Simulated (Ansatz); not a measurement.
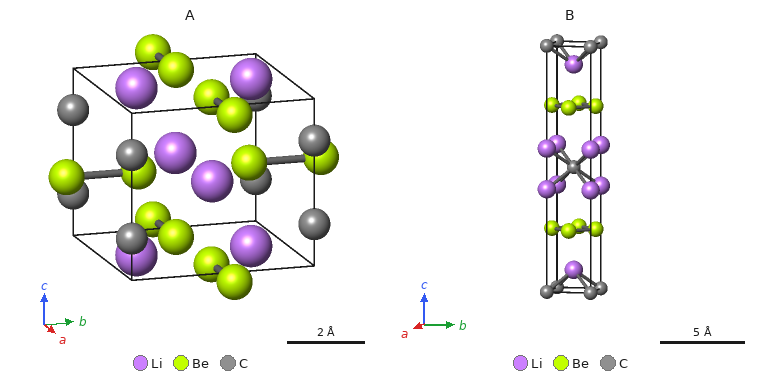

Two structures of Li₂Be₂C, each relaxed to rest (conventional cells in solid outline, small ones repeated, not to one scale). Method: DFT PBE, scalar-relativistic, plane waves, PAW in Ansatz 0.2.0, without spin polarisation.

Identify the two structures.

Answer. A: 10 atoms a cell on a primitive tetragonal lattice, P4_2/mmc. B: 10 atoms a cell on a body-centred tetragonal lattice, I4/mmm.

Which of the two does the method prefer?

Answer. B is lower, by 835 meV/atom at this level of theory (energies at zero smearing). Volumes: A 11.2, B 10.9 Å³/atom.

One or both may be structure types tried for this composition rather than known phases.
